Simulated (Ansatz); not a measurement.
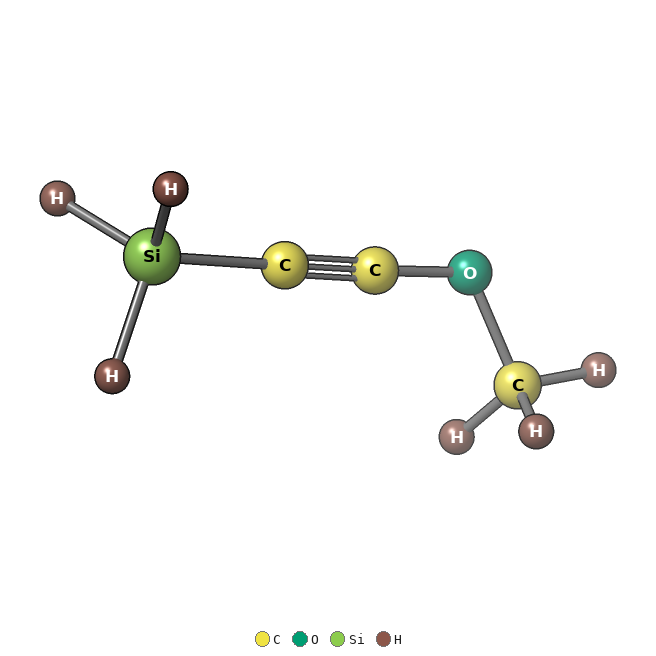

Orthographic view. Atoms fade into the background with distance from the viewer. The computed structure is the end point of a PBE-D4/def2-SVP optimisation. No frequency run is at hand to confirm it as a minimum.

Q: Write the InChI string.

A: InChI=1S/C3H6OSi/c1-4-2-3-5/h1,5H3
